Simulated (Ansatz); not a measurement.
**CF₆Si: basis-set convergence**

How large a basis does CF₆Si need? Two functionals are run in growing sets.

Method: one geometry, several basis sets; program: Ansatz 0.2.0, Gaussian basis.

The runs, in order: PBE0-D4/def2-SVP; ωB97M-V/def2-SVP; PBE0-D4/def2-QZVPP; ωB97M-V/def2-QZVPP; the functionals' def2-TZVPP values are taken from earlier runs.

### 1 Structure used throughout

An earlier PBE0-D4 in a triple-zeta def2 set relaxation fixed the geometry.

SMILES `FC(F)(F)[Si](F)(F)F`, 8 atoms, charge 0, spin multiplicity 1.

Atoms are counted from 1 here; the program's logs count them from 0.

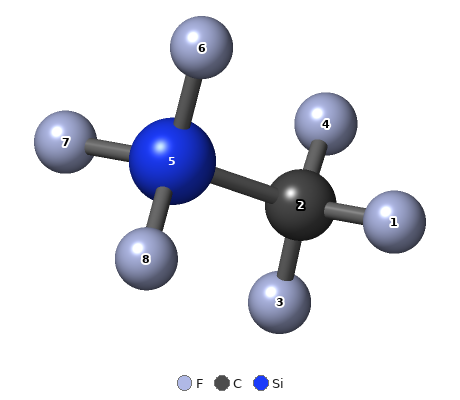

The structure; fluorine light blue, carbon dark grey, silicon blue; atoms are numbered from 1 in the order of the file.

### 2 PBE0-D4 in def2-SVP

File in.yaml:

```yaml
crystal:
  periodic: [false, false, false]
  atoms:
    - {symbol: F, position_ang: [-1.881745, -0.051592, 0.283420]}
    - {symbol: C, position_ang: [-0.617956, -0.211836, 0.698352]}
    - {symbol: F, position_ang: [-0.485510, -1.478135, 1.115444]}
    - {symbol: F, position_ang: [-0.435176, 0.585800, 1.759204]}
    - {symbol: Si, position_ang: [0.626291, 0.192765, -0.695895]}
    - {symbol: F, position_ang: [0.428316, 1.677901, -1.149117]}
    - {symbol: F, position_ang: [2.083710, -0.005529, -0.160309]}
    - {symbol: F, position_ang: [0.374170, -0.766473, -1.906899]}
basis:
  gaussian: {orbitals: def2-SVP}
hamiltonian: {xc: pbe0, dispersion: d4}
output: {orbitals: {seedname: orbitals}}
```

Started as:

```console
$ ansatz run in.yaml --threads 4 --pin off --events-out ev --progress --plain --max-ram 11315MiB
```

The log of the run:

```text
Functional definition: PBE0
  name "PBE0"
  cite "Adamo & Barone, J. Chem. Phys. 110, 6158 (1999) doi:10.1063/1.478522"
  cite "Perdew, Burke & Ernzerhof, Phys. Rev. Lett. 77, 3865 (1996) doi:10.1103/PhysRevLett.77.3865"
  parent pbe
  parameter a = 0.25
  parameter kappa = 0.804
  parameter beta = 0.06672455060314922
  exchange = (1 - a)*pbe_x(kappa = kappa, mu = beta*pi^2/3) + a*exact_x
  correlation = pbe_c(beta = beta)
1087 factors; integrals over basis functions are off by at most 9.5e-4 eV
mean field evaluation 1: about -25180.1594 eV, gradient 5.6e1 eV
mean field evaluation 2: about -25175.2471 eV, gradient 8.1e1 eV
mean field evaluation 4: about -25184.6967 eV, gradient 1.0e0 eV
mean field evaluation 8: about -25184.8500 eV, gradient 4.8e-2 eV
mean field evaluation 16: about -25184.8500 eV, gradient 1.5e-5 eV
mean field -25184.85004374 eV, -925.5261682029 hartree, gradient 1.5e-5 eV, S^2 0.000000; 0 other end points of the search recorded, 0 dependent functions left out
reference -25184.85006037 eV, -925.5261688139 hartree; 37, 37 occupied and 79, 79 virtual orbitals, 1087 factors
Total energy: -25185.01156203 eV, -925.5321038908 hartree
```

It took 0.5 s on 4 threads of AMD EPYC 9R45, shared host; peak memory 0.27 GiB.

### 3 ωB97M-V in def2-SVP

in.yaml, as its differences from that of step 2:

```diff
@@ -13,3 +13,3 @@
   gaussian: {orbitals: def2-SVP}
-hamiltonian: {xc: pbe0, dispersion: d4}
+hamiltonian: {xc: {name: wB97M-V}}
 output: {orbitals: {seedname: orbitals}}
```

Launched as before.

The log of the run, shortened:

```text
Functional definition: wB97M-V
  name "wB97M-V"
  cite "Mardirossian & Head-Gordon, J. Chem. Phys. 144, 214110 (2016) doi:10.1063/1.4952647"
  cite "Becke, J. Chem. Phys. 107, 8554 (1997) doi:10.1063/1.475007"
  cite "Vydrov & Van Voorhis, J. Chem. Phys. 133, 244103 (2010) doi:10.1063/1.3521275"
  # Of w^i u^j: cxij and so on, Table III.
[...]
  gx(w, u) = 1 - cx + cx01*u + cx10*w
  gss(w, u) = css00 + css04*u^4 + css10*w + css20*w^2 + css43*w^4*u^3
  gos(w, u) = cos00 + cos10*w + (cos20 + cos21*u)*w^2 + (cos60 + cos61*u)*w^6
[...]
      + integral(e_c_pw_mod_opposite_spin*gos(b97_w_opposite, b97_u_opposite)) + vv10(b, c)
1087 factors; integrals over basis functions are off by at most 9.5e-4 eV
234 factors; integrals over basis functions are off by at most 1.3e-6 eV
[...]
mean field -25200.19824051 eV, -926.0902040308 hartree, gradient 1.9e-5 eV, S^2 0.000000; 0 other end points of the search recorded, 0 dependent functions left out
reference -25200.19826741 eV, -926.0902050193 hartree; 37, 37 occupied and 79, 79 virtual orbitals, 1087 factors
Total energy: -25200.19826741 eV, -926.0902050193 hartree
```

It took 1.6 s on 4 threads of AMD EPYC 9R45, shared host; peak memory 0.39 GiB.

### 4 PBE0-D4 in def2-QZVPP

in.yaml, as its differences from that of step 3:

```diff
@@ -12,4 +12,4 @@
 basis:
-  gaussian: {orbitals: def2-SVP}
-hamiltonian: {xc: {name: wB97M-V}}
+  gaussian: {orbitals: "def2-QZVPP.json"}
+hamiltonian: {xc: pbe0, dispersion: d4}
 output: {orbitals: {seedname: orbitals}}
```

Same command.

The log of the run:

```text
Functional definition: PBE0
  name "PBE0"
  cite "Adamo & Barone, J. Chem. Phys. 110, 6158 (1999) doi:10.1063/1.478522"
  cite "Perdew, Burke & Ernzerhof, Phys. Rev. Lett. 77, 3865 (1996) doi:10.1103/PhysRevLett.77.3865"
  parent pbe
  parameter a = 0.25
  parameter kappa = 0.804
  parameter beta = 0.06672455060314922
  exchange = (1 - a)*pbe_x(kappa = kappa, mu = beta*pi^2/3) + a*exact_x
  correlation = pbe_c(beta = beta)
1662 factors; their error is unknown
mean field evaluation 1: about -25206.1243 eV, gradient 6.2e1 eV
mean field evaluation 2: about -25200.6514 eV, gradient 9.0e1 eV
mean field evaluation 4: about -25210.7918 eV, gradient 1.4e0 eV
mean field evaluation 8: about -25210.8063 eV, gradient 4.1e-2 eV
mean field -25210.80625378 eV, -926.4800413283 hartree, gradient 3.6e-5 eV, S^2 0.000000; 0 other end points of the search recorded, 0 dependent functions left out
reference -25210.80628024 eV, -926.4800423005 hartree; 37, 37 occupied and 432, 432 virtual orbitals, 1662 factors
Total energy: -25210.96778191 eV, -926.4859773774 hartree
```

Run time: 3.1 s. Hardware: 4 threads of AMD EPYC 9R45, shared host; peak memory 1.9 GiB.

### 5 ωB97M-V in def2-QZVPP

in.yaml, as its differences from that of step 4:

```diff
@@ -13,3 +13,3 @@
   gaussian: {orbitals: "def2-QZVPP.json"}
-hamiltonian: {xc: pbe0, dispersion: d4}
+hamiltonian: {xc: {name: wB97M-V}}
 output: {orbitals: {seedname: orbitals}}
```

Launched as before.

The log of the run, shortened:

```text
Functional definition: wB97M-V
  name "wB97M-V"
  cite "Mardirossian & Head-Gordon, J. Chem. Phys. 144, 214110 (2016) doi:10.1063/1.4952647"
  cite "Becke, J. Chem. Phys. 107, 8554 (1997) doi:10.1063/1.475007"
  cite "Vydrov & Van Voorhis, J. Chem. Phys. 133, 244103 (2010) doi:10.1063/1.3521275"
  # Of w^i u^j: cxij and so on, Table III.
[...]
  gx(w, u) = 1 - cx + cx01*u + cx10*w
  gss(w, u) = css00 + css04*u^4 + css10*w + css20*w^2 + css43*w^4*u^3
  gos(w, u) = cos00 + cos10*w + (cos20 + cos21*u)*w^2 + (cos60 + cos61*u)*w^6
[...]
      + integral(e_c_pw_mod_opposite_spin*gos(b97_w_opposite, b97_u_opposite)) + vv10(b, c)
1642 factors; their error is unknown
267 factors; integrals over basis functions are off by at most 3.7e-6 eV
[...]
mean field -25226.43832382 eV, -927.0545093062 hartree, gradient 2.2e-5 eV, S^2 0.000000; 0 other end points of the search recorded, 0 dependent functions left out
reference -25226.43836895 eV, -927.0545109649 hartree; 37, 37 occupied and 432, 432 virtual orbitals, 1642 factors
Total energy: -25226.43836895 eV, -927.0545109649 hartree
```

Run time: 6.5 s. Hardware: 4 threads of AMD EPYC 9R45, shared host; peak memory 2.2 GiB.

### 6 Functionals by basis

The def2-TZVPP values come from earlier runs at the same geometry.

| functional | basis | functions | energy (eV) | from the largest (eV) | HOMO (eV) | LUMO (eV) |
| --- | --- | --- | --- | --- | --- | --- |
| PBE0-D4 | def2-SVP | 116 | -25185.0116 | 25.956 | -10.45 | 0.97 |
| PBE0-D4 | def2-TZVPP | 259 | -25209.7647 | 1.203 | -10.59 | 0.63 |
| PBE0-D4 | def2-QZVPP | 469 | -25210.9678 | 0.000 | -10.63 | 0.35 |
| ωB97M-V | def2-SVP | 116 | -25200.1983 | 26.240 | -12.74 | 2.81 |
| ωB97M-V | def2-TZVPP | 259 | -25225.3198 | 1.119 | -12.92 | 2.38 |
| ωB97M-V | def2-QZVPP | 469 | -25226.4384 | 0.000 | -12.97 | 1.83 |

### 7 Summary of results

| quantity | value |
| --- | --- |
| PBE0-D4: double and triple zeta above quadruple | 25.96, 1.20 eV |
| ωB97M-V: double and triple zeta above quadruple | 26.24, 1.12 eV |

PBE0-D4 gains 24.75 eV from double to triple zeta, then 1.20 eV more. These are total energies; as a rule much of such shifts cancels in differences, which this series doesn't test. The LUMO of ωB97M-V is positive and keeps falling with the basis (2.81 to 1.83 eV): an unbound level that the basis holds in place.

For PBE0-D4 the largest set took about 6 times as long as the smallest (3.1 s against 0.5 s).
